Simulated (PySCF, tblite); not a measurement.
# C5H10ClNSi2: geometry, infrared bands and NMR shifts

Aim: predict the infrared bands and NMR shifts of C5H10ClNSi2 (`C=C[C@@]([SiH3])(C#N)[C@H]([SiH3])Cl`).

Computed with tblite 0.8.0 and PySCF 2.14.0, with density-fitted response routines of our own, on a single molecule in the gas phase. Atoms count from 0, in the outputs and in this text.

## Step 1: Starting geometry

19 atoms, charge 0, multiplicity 1; geometry from: force field or distance geometry start.

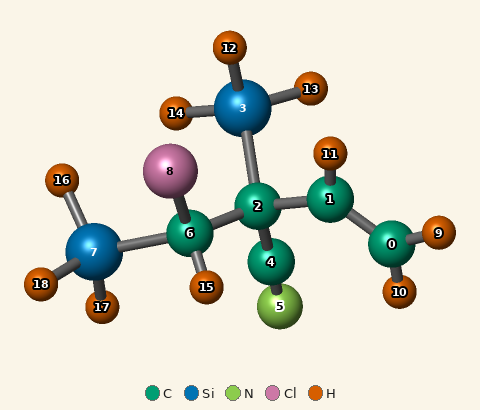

The starting geometry (carbon teal, silicon blue, nitrogen green, chlorine pink, hydrogen orange), atoms numbered.

## Step 2: Relaxing the molecule with GFN2-xTB

What the job is given:

```
{"job": {"kind": "relax", "xc": "GFN2-xTB", "basis": "xTB"}, "charge": 0, "multiplicity": 1}
C     -2.567300    -1.315600     0.035700
C     -1.759600    -0.309500    -0.334500
C     -0.313300    -0.017300     0.192200
Si    -0.276100     1.835000     0.862400
C     -0.012300    -0.865500     1.380200
N      0.248100    -1.544000     2.273600
C      0.714800    -0.330200    -0.949200
Si     2.572100    -0.154400    -0.615600
Cl     0.415100     0.612900    -2.463100
H     -3.565300    -1.405200    -0.411300
H     -2.319700    -2.067700     0.774000
H     -2.140900     0.367400    -1.084700
H     -0.576300     2.780300    -0.220800
H     -1.292900     2.005900     1.932400
H      1.066100     2.136500     1.425900
H      0.569700    -1.377900    -1.236600
H      2.914600     1.262100    -0.345900
H      2.959900    -0.972000     0.558100
H      3.353300    -0.631500    -1.780300
```

The run is started by

```console
$ OMP_NUM_THREADS=1 python probes_run.py task.json out
```

The driver reads the jobs from task.json and runs them one after another.

The log of the run:

```text
step      E/eV     max force
  0    -725.25400    1.252
  1    -725.34528    0.849
  2    -725.41809    0.603
  3    -725.44030    1.299
  4    -725.45948    1.145
  5    -725.48502    0.416
  6    -725.49627    0.260
  7    -725.50812    0.406
  8    -725.51845    0.342
  9    -725.52981    0.280
 10    -725.53791    0.245
 11    -725.54300    0.192
 12    -725.54656    0.177
 13    -725.54967    0.132
 14    -725.55186    0.105
 15    -725.55307    0.073
 16    -725.55382    0.073
 17    -725.55451    0.099
 18    -725.55525    0.100
 19    -725.55597    0.074
 20    -725.55665    0.075
 21    -725.55728    0.063
 22    -725.55789    0.058
 23    -725.55845    0.053
 24    -725.55900    0.052
 25    -725.55959    0.051
 26    -725.56024    0.061
 27    -725.56095    0.071
 28    -725.56172    0.068
 29    -725.56252    0.074
 30    -725.56327    0.085
 31    -725.56390    0.066
 32    -725.56442    0.056
 33    -725.56486    0.058
 34    -725.56531    0.051
 35    -725.56581    0.072
 36    -725.56642    0.080
 37    -725.56714    0.076
 38    -725.56796    0.072
 39    -725.56872    0.076
 40    -725.56930    0.068
 41    -725.56971    0.050
 42    -725.57005    0.053
 43    -725.57041    0.058
 44    -725.57080    0.062
 45    -725.57112    0.046
 46    -725.57135    0.039
 47    -725.57155    0.036
 48    -725.57178    0.046
 49    -725.57203    0.047
 50    -725.57229    0.037
 51    -725.57253    0.038
 52    -725.57282    0.045
 53    -725.57324    0.071
 54    -725.57379    0.076
 55    -725.57431    0.062
 56    -725.57466    0.037
 57    -725.57496    0.048
 58    -725.57542    0.059
 59    -725.57617    0.086
 60    -725.57720    0.113
 61    -725.57821    0.096
 62    -725.57859    0.135
 63    -725.57962    0.061
 64    -725.58031    0.057
 65    -725.58220    0.090
 66    -725.58313    0.088
 67    -725.58391    0.085
 68    -725.58475    0.078
 69    -725.58614    0.076
 70    -725.58722    0.063
 71    -725.58794    0.050
 72    -725.58832    0.056
 73    -725.58876    0.057
 74    -725.58939    0.056
 75    -725.59045    0.080
 76    -725.59159    0.080
 77    -725.59271    0.052
 78    -725.59346    0.050
 79    -725.59371    0.094
 80    -725.59427    0.046
 81    -725.59457    0.044
 82    -725.59510    0.070
 83    -725.59561    0.084
 84    -725.59624    0.083
 85    -725.59676    0.072
 86    -725.59718    0.061
 87    -725.59749    0.057
 88    -725.59779    0.039
 89    -725.59807    0.045
 90    -725.59827    0.038
 91    -725.59840    0.030
 92    -725.59854    0.027
 93    -725.59894    0.038
 94    -725.59938    0.043
 95    -725.59985    0.052
 96    -725.60015    0.048
 97    -725.60035    0.040
 98    -725.60051    0.029
 99    -725.60078    0.031
100    -725.60109    0.045
101    -725.60130    0.047
102    -725.60145    0.037
103    -725.60161    0.030
104    -725.60178    0.037
105    -725.60192    0.038
106    -725.60196    0.105
107    -725.60204    0.029
108    -725.60209    0.041
109    -725.60222    0.051
110    -725.60249    0.048
111    -725.60278    0.042
112    -725.60305    0.033
113    -725.60326    0.034
114    -725.60353    0.045
115    -725.60400    0.062
116    -725.60482    0.074
117    -725.60608    0.103
118    -725.60720    0.104
119    -725.60818    0.088
120    -725.60877    0.080
121    -725.60973    0.064
122    -725.61091    0.067
123    -725.61167    0.068
124    -725.61230    0.063
125    -725.61288    0.056
126    -725.61346    0.056
127    -725.61396    0.065
128    -725.61449    0.065
129    -725.61506    0.054
130    -725.61559    0.056
131    -725.61600    0.051
132    -725.61629    0.044
133    -725.61654    0.040
134    -725.61676    0.034
135    -725.61703    0.038
136    -725.61734    0.044
137    -725.61771    0.051
138    -725.61806    0.047
139    -725.61831    0.031
140    -725.61846    0.022
141    -725.61857    0.020
142    -725.61869    0.021
143    -725.61884    0.026
144    -725.61902    0.030
145    -725.61922    0.033
146    -725.61945    0.035
147    -725.61970    0.036
148    -725.61989    0.025
149    -725.62001    0.020
150    -725.62010    0.022
151    -725.62019    0.026
152    -725.62030    0.027
153    -725.62041    0.023
154    -725.62050    0.023
155    -725.62061    0.029
156    -725.62078    0.037
157    -725.62105    0.049
158    -725.62140    0.049
159    -725.62175    0.038
160    -725.62206    0.044
161    -725.62234    0.041
162    -725.62269    0.049
163    -725.62311    0.053
164    -725.62368    0.045
165    -725.62397    0.035
166    -725.62417    0.043
167    -725.62437    0.030
168    -725.62454    0.028
169    -725.62470    0.025
170    -725.62482    0.024
171    -725.62491    0.022
172    -725.62497    0.017
173    -725.62502    0.014
174    -725.62508    0.020
175    -725.62515    0.023
176    -725.62524    0.024
177    -725.62533    0.027
178    -725.62542    0.021
179    -725.62547    0.013
180    -725.62550    0.011
181    -725.62552    0.012
182    -725.62554    0.012
183    -725.62555    0.011
184    -725.62556    0.008
```

Run time: 3.6 s. Hardware: 1 thread of Arm Neoverse N1, shared host; peak memory 0.18 GiB.

Relaxation path: (not every step is listed)

| step | energy from step 0 (eV) | largest force (eV/Å) |
| --- | --- | --- |
| 0 | 0.0000 | 1.2521 |
| 1 | -0.0913 | 0.8492 |
| 2 | -0.1641 | 0.6028 |
| 3 | -0.1863 | 1.2988 |
| 4 | -0.2055 | 1.1453 |
| 5 | -0.2310 | 0.4156 |
| 6 | -0.2423 | 0.2602 |
| 7 | -0.2541 | 0.4060 |
| 8 | -0.2645 | 0.3423 |
| 25 | -0.3056 | 0.0507 |
| 42 | -0.3161 | 0.0526 |
| 59 | -0.3222 | 0.0861 |
| 76 | -0.3376 | 0.0796 |
| 93 | -0.3449 | 0.0384 |
| 110 | -0.3485 | 0.0485 |
| 127 | -0.3600 | 0.0646 |
| 144 | -0.3650 | 0.0301 |
| 161 | -0.3683 | 0.0409 |
| 178 | -0.3714 | 0.0214 |
| 179 | -0.3715 | 0.0133 |
| 180 | -0.3715 | 0.0114 |
| 181 | -0.3715 | 0.0117 |
| 182 | -0.3715 | 0.0124 |
| 183 | -0.3715 | 0.0110 |
| 184 | -0.3716 | 0.0081 |

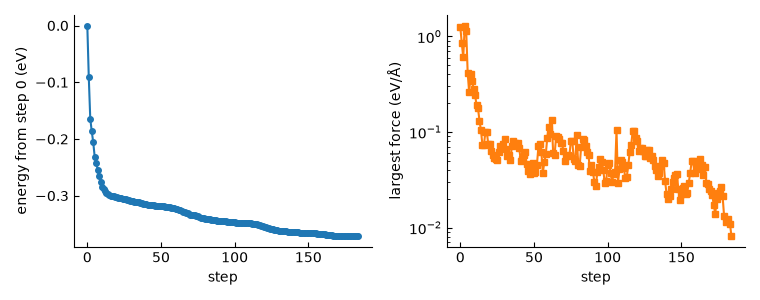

Energy and largest force along the relaxation.

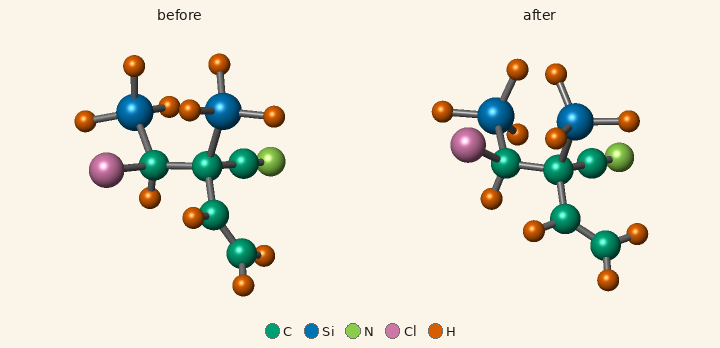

The geometry before (left) and after (right).

Distances of close pairs at the start and the end, largest changes first:

| bond | before (Å) | after (Å) | change (Å) |
| --- | --- | --- | --- |
| C1–C2 | 1.567 | 1.501 | -0.066 |
| C2–C4 | 1.490 | 1.430 | -0.060 |
| C2–C6 | 1.568 | 1.527 | -0.041 |
| Si3–H14 | 1.487 | 1.459 | -0.028 |
| C6–Si7 | 1.895 | 1.921 | +0.026 |
| C2–Si3 | 1.970 | 1.945 | -0.025 |
| Si7–H17 | 1.482 | 1.458 | -0.024 |
| Si3–H13 | 1.486 | 1.462 | -0.024 |

The next job starts from the end point, and lists it.

## Step 3: Vibrational analysis with GFN2-xTB

What the job is given:

```
{"job": {"kind": "ir", "xc": "GFN2-xTB", "basis": "xTB"}, "charge": 0, "multiplicity": 1}
C     -2.554410    -1.084853     0.311326
C     -1.632061    -0.477774    -0.413923
C     -0.275513    -0.061539     0.074724
Si    -0.470613     1.784751     0.655486
C      0.115063    -0.820171     1.222770
N      0.423655    -1.403755     2.159503
C      0.782242    -0.207641    -1.016539
Si     2.611058    -0.364720    -0.450089
Cl     0.700690     1.231225    -2.088433
H     -3.515811    -1.341404    -0.099325
H     -2.381099    -1.358247     1.339000
H     -1.828501    -0.211253    -1.444516
H     -1.335501     2.474032    -0.293560
H     -1.122817     1.706197     1.962065
H      0.853206     2.386510     0.768106
H      0.525356    -1.056113    -1.658454
H      2.906558     0.744293     0.451005
H      2.788725    -1.662347     0.189807
H      3.399970    -0.267941    -1.676415
```

The log of the run:

```text
mode    cm-1     km/mol
  1      46.5      2.20
  2      63.4      0.62
  3      93.7      1.14
  4     127.0      4.59
  5     132.7     12.50
  6     152.8      1.01
  7     164.6      1.25
  8     183.3      1.36
  9     222.8      1.60
 10     231.6      3.08
 11     287.6      3.34
 12     321.2      0.56
 13     416.0      5.03
 14     457.1      1.05
 15     492.4     12.65
 16     537.6     35.77
 17     544.7     41.60
 18     568.5     23.63
 19     591.1     57.87
 20     614.2     50.95
 21     640.7     30.33
 22     732.4    108.76
 23     751.8     15.44
 24     759.9    116.97
 25     769.4    139.53
 26     780.6    272.63
 27     791.0     87.87
 28     800.2    401.53
 29     808.0    229.30
 30     885.8     15.08
 31     937.9     33.43
 32    1004.5     17.26
 33    1019.8     10.19
 34    1102.2      9.62
 35    1156.0     14.70
 36    1188.8     38.22
 37    1241.0     12.53
 38    1298.2      3.71
 39    1408.8      2.38
 40    1695.1     21.76
 41    2294.0    209.91
 42    2299.3    428.03
 43    2309.6     91.83
 44    2324.6    213.54
 45    2331.7    272.54
 46    2334.3    227.64
 47    2377.4    288.62
 48    2912.9     18.11
 49    3055.2     28.52
 50    3106.0     12.01
 51    3132.3     34.72
```

Run time: 1.9 s. Hardware: 1 thread of Arm Neoverse N1, shared host; peak memory 0.18 GiB.

The strongest bands and the atoms that carry them (share of the mass-weighted mode):

| cm⁻¹ | km/mol | atoms |
| --- | --- | --- |
| 781 | 272.6 | C6 20 %, H18 17 %, H17 15 %, Si7 12 % |
| 800 | 401.5 | H13 28 %, H12 18 %, H14 15 %, H16 12 % |
| 808 | 229.3 | H12 40 %, H13 37 % |
| 2299 | 428.0 | H18 88 % |
| 2325 | 213.5 | H14 60 %, H16 21 %, H17 14 % |
| 2332 | 272.5 | H17 80 % |
| 2334 | 227.6 | H12 92 % |
| 2377 | 288.6 | C4 59 %, N5 39 % |

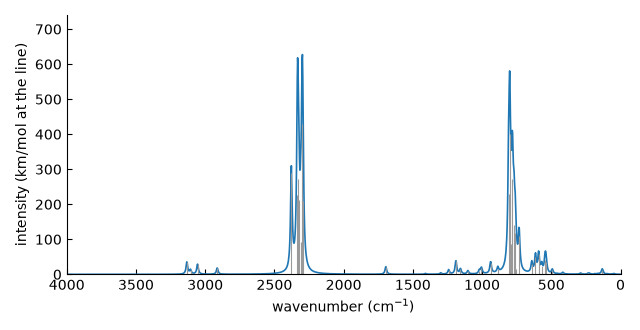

The infrared spectrum from these modes, unscaled. Lines are broadened to a width of 14 cm⁻¹ (Lorentzian).

## Step 4: Nuclear shieldings: PBE0/pcSseg-1

Same as in step 3 but for these lines:

```diff
@@ -1,2 +1,2 @@
-{"job": {"kind": "ir", "xc": "GFN2-xTB", "basis": "xTB"}, "charge": 0, "multiplicity": 1}
+{"job": {"kind": "nmr", "xc": "PBE0", "basis": "pcSseg-1"}, "charge": 0, "multiplicity": 1}
 C     -2.554410    -1.084853     0.311326
```

With the program's defaults for keys left out, this is: GIAO PBE0/pcSseg-1 NMR shielding, non-relativistic, gas phase.

The log of the run:

```text
coarse grid: 17568 points
cycle   1  E = -1289.5369454478  dE =  9.726e-01  |g| = 4.907e-01  |ddm| = 4.127e+00
cycle   2  E = -1289.3724870054  dE =  1.645e-01  |g| = 9.945e-01  |ddm| = 1.465e+00
cycle   3  E = -1289.5929584644  dE = -2.205e-01  |g| = 1.440e-01  |ddm| = 1.030e+00
cycle   4  E = -1289.5975199363  dE = -4.561e-03  |g| = 4.270e-02  |ddm| = 1.642e-01
cycle   5  E = -1289.5979230332  dE = -4.031e-04  |g| = 1.328e-02  |ddm| = 5.394e-02
cycle   6  E = -1289.5979643552  dE = -4.132e-05  |g| = 3.673e-03  |ddm| = 1.738e-02
cycle   7  E = -1289.5979673628  dE = -3.008e-06  |g| = 1.257e-03  |ddm| = 5.158e-03
final grid: 156352 points
cycle   8  E = -1289.6488992705  dE = -3.946e-05  |g| = 7.292e-03  |ddm| = 3.999e-02
cycle   9  E = -1289.6488887099  dE =  1.056e-05  |g| = 9.482e-03  |ddm| = 1.825e-02
cycle  10  E = -1289.6489115935  dE = -2.288e-05  |g| = 2.147e-03  |ddm| = 1.200e-02
cycle  11  E = -1289.6489125480  dE = -9.545e-07  |g| = 7.453e-04  |ddm| = 2.465e-03
cycle  12  E = -1289.6489126554  dE = -1.074e-07  |g| = 2.218e-04  |ddm| = 6.452e-04
cycle  13  E = -1289.6489126662  dE = -1.074e-08  |g| = 5.235e-05  |ddm| = 2.102e-04
cycle  14  E = -1289.6489126667  dE = -5.864e-10  |g| = 1.761e-05  |ddm| = 6.760e-05
converged SCF energy = -1289.6489126667

GIAO shielding tensors (ppm)
atom      isotropic    diamagn.    paramagn.     s11        s22        s33       span
  0 C       63.505     253.475    -189.970    -48.838     70.892    168.462    217.300
  1 C       44.392     254.562    -210.170    -75.913     59.375    149.716    225.629
  2 C      153.977     251.632     -97.655    142.997    151.462    167.471     24.474
  3 Si     402.611     879.716    -477.104    368.803    390.852    448.179     79.376
  4 C       62.120     262.221    -200.101    -54.888    -52.409    293.657    348.545
  5 N      -46.592     342.087    -388.679   -215.165   -178.308    253.697    468.862
  6 C      135.476     249.168    -113.693    110.210    133.980    162.238     52.028
  7 Si     410.784     879.471    -468.687    372.220    406.203    453.929     81.709
  8 Cl     816.286    1148.625    -332.339    600.308    834.535   1014.015    413.707
  9 H       26.034      28.088      -2.053     23.208     24.831     30.065      6.857
 10 H       25.781      31.487      -5.706     22.095     24.446     30.802      8.707
 11 H       25.341      31.510      -6.170     22.726     23.049     30.247      7.521
 12 H       27.561      29.497      -1.936     23.805     26.580     32.299      8.494
 13 H       27.920      29.639      -1.719     24.500     26.462     32.799      8.299
 14 H       27.116      29.697      -2.581     23.021     26.580     31.746      8.725
 15 H       27.976      31.379      -3.402     24.396     26.980     32.552      8.156
 16 H       27.374      29.171      -1.797     23.748     26.986     31.388      7.640
 17 H       27.174      29.079      -1.905     22.823     26.037     32.662      9.839
 18 H       27.726      28.771      -1.045     23.681     26.135     33.363      9.682
```

Wall time 93 s (1 thread of Arm Neoverse N1, shared host); peak memory 1 GiB.

Shifts follow as δ = σ(reference) − σ, with reference shieldings (ppm) from runs at the same level and on the same kind of geometry: ¹H TMS 31.72, ¹³C TMS 186.9, ²⁹Si TMS 349.2, ¹⁵N NH3 267.7, ³⁵Cl HCl 950. The references are single molecules in the gas phase, so shifts against H2O, NH3, PH3, H3PO4 or CFCl3 are not on the usual liquid scales and can be off by tens of ppm. Atoms listed in one row are averaged.

| atoms | environment | σ (ppm) | δ (ppm) | δ scaled to CDCl3 |
| --- | --- | --- | --- | --- |
| C1 | alkene CH | 44.4 | 142.5 | 137.2 |
| C4 | nitrile carbon | 62.1 | 124.8 | 119.9 |
| C0 | terminal =CH2 carbon | 63.5 | 123.4 | 118.5 |
| C6 | sp3 CH bonded to Cl and Si | 135.5 | 51.4 | 48.3 |
| C2 | allylic fully substituted sp3 carbon bonded to Si | 154.0 | 32.9 | 30.2 |
| H11 | hydrogen on an alkene CH | 25.34 | 6.38 | 6.12 |
| H10 | hydrogen on a terminal =CH2 carbon | 25.78 | 5.94 | 5.70 |
| H9 | hydrogen on a terminal =CH2 carbon | 26.03 | 5.68 | 5.46 |
| H16, H17, H18 | hydrogen on a silicon bonded to C | 27.42 | 4.29 | – |
| H12, H13, H14 | hydrogen on a silicon bonded to C | 27.53 | 4.18 | – |
| H15 | hydrogen on an sp3 CH bonded to Cl and Si | 27.98 | 3.74 | 3.63 |
| Si3 | silicon bonded to C, 3 H | 402.6 | -53.5 | – |
| Si7 | silicon bonded to C, 3 H | 410.8 | -61.6 | – |
| N5 | nitrile nitrogen | -46.6 | 314.3 | – |
| Cl8 | chlorine bonded to C | 816 | 133 | – |

The scaled column applies a straight-line fit of computed shieldings to shifts measured in CDCl3, with any fitted terms for Cl, Br or S neighbours (root-mean-square error 0.16 ppm for H, 1.9 ppm for C).

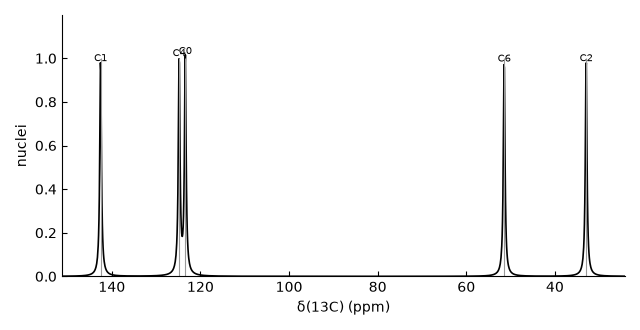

¹³C lines at the computed shifts, without couplings. Lines are broadened to a width of 0.44 ppm (Lorentzian).

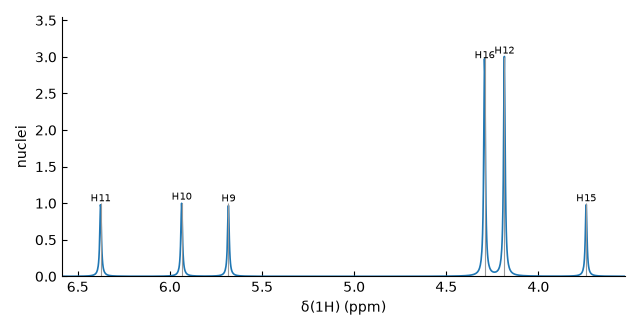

¹H lines at the computed shifts, without couplings. Lines are broadened to a width of 0.01 ppm (Lorentzian).

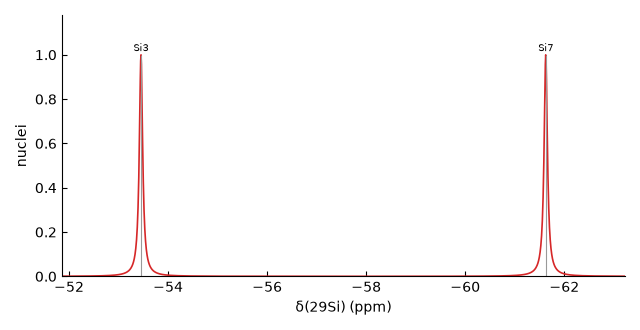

²⁹Si lines at the computed shifts, without couplings. Lines are broadened to a width of 0.08 ppm (Lorentzian).

The run also stored atomic charges by several schemes (e):

| atoms | Mulliken | IAO | Hirshfeld | ESP fit |
| --- | --- | --- | --- | --- |
| C0 | -0.10 | -0.31 | -0.09 | -0.43 |
| C1 | -0.11 | -0.14 | -0.04 | -0.11 |
| C2 | -0.66 | -0.26 | -0.05 | -0.20 |
| Si3 | 0.59 | 0.62 | 0.30 | 0.35 |
| C4 | 0.17 | 0.13 | 0.09 | 0.58 |
| N5 | -0.23 | -0.25 | -0.21 | -0.53 |
| C6 | -0.40 | -0.35 | -0.07 | -0.50 |
| Si7 | 0.57 | 0.61 | 0.30 | 0.39 |
| Cl8 | -0.09 | -0.09 | 0.00 | -0.05 |

ESP fit charges:

C0 -0.43; C1 -0.11; C2 -0.20; Si3 0.35; C4 0.58; N5 -0.53; C6 -0.50; Si7 0.39; Cl8 -0.05; H9 0.20; H10 0.20; H11 0.17; H12 -0.04; H13 -0.08; H14 -0.05; H15 0.29; H16 -0.06; H17 -0.05; H18 -0.07

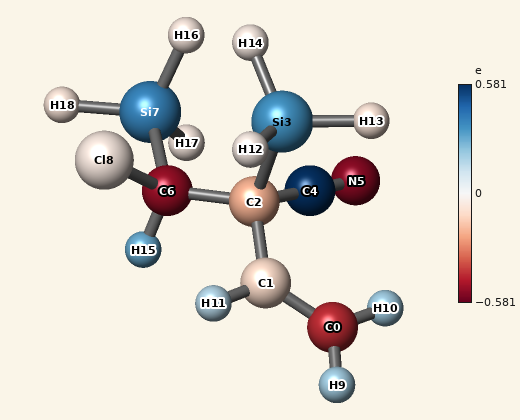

ESP fit charges, as colours on the atoms.

Mayer bond orders: C0–C1 2.00, C1–C2 0.96, C2–Si3 0.75, C2–C4 0.99, C4–N5 3.00, C2–C6 0.94, C6–Si7 0.80, C6–Cl8 0.98.

## Step 5: Outcome

| quantity | value |
| --- | --- |
| strongest single infrared mode (GFN2-xTB) | 2299 cm⁻¹, 428 km/mol |
| zero-point energy (GFN2-xTB) | 77.9 kcal/mol |
| ¹³C shifts against TMS (PBE0/pcSseg-1) | 142.5, 124.8, 123.4, 51.4, 32.9 ppm |
| ¹H shifts against TMS (PBE0/pcSseg-1, means over atoms taken as alike) | 6.38, 5.94, 5.68, 4.29, 4.18, 3.74 ppm |
| ²⁹Si shifts against TMS (PBE0/pcSseg-1) | -53.5, -61.6 ppm |
| ¹⁵N shifts against NH3 (PBE0/pcSseg-1) | 314.3 ppm |
| ³⁵Cl shifts against HCl (PBE0/pcSseg-1) | 133 ppm |

What this shows: Relaxing lowered the energy by 0.372 eV in 184 steps; the close pair that moved most is C1–C2, from 1.567 to 1.501 Å. All 51 modes are real, so the xTB geometry is a minimum. The strongest single mode, at 2299 cm⁻¹, moves mainly H18. GFN2-xTB is a fitted tight-binding method: band positions and strengths are rough. Its intensities can rank the bands wrongly. The most deshielded carbon is C1 (alkene CH), at 142.5 ppm: the olefinic region. H11 (hydrogen on an alkene CH) lies farthest downfield among hydrogen, at 6.38 ppm; olefinic region. At PBE0/pcSseg-1: Shielding is most anisotropic at N5 (span 469 ppm, paramagnetic term -389 ppm).
